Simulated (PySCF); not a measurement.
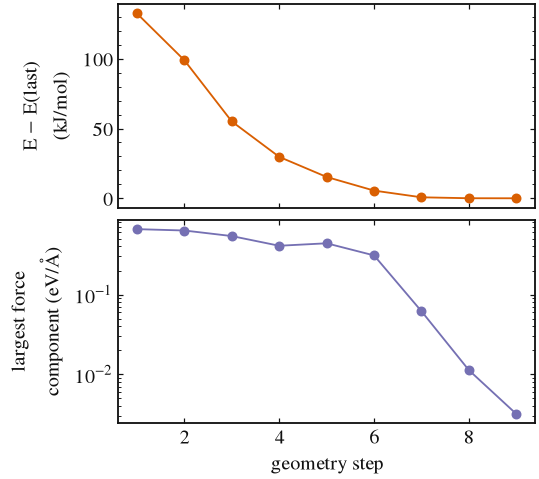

History of a geometry optimisation. The start has point group D2d, and the end D4h.

System: FeH4- molecule (charge −1), multiplicity 4.
Method: UKS-based PBE0, Fe def2-TZVPD, H def2-TZVPD; non-relativistic Hamiltonian; density fitting in PySCF.

How did the optimisation end?

The optimisation met its thresholds at geometry 9, counting the start as the first. The energy fell by about 130 kJ/mol from the first step to the last. The largest force component goes from about 0.66 eV/Å at the start to 3 × 10⁻³ eV/Å at the end.
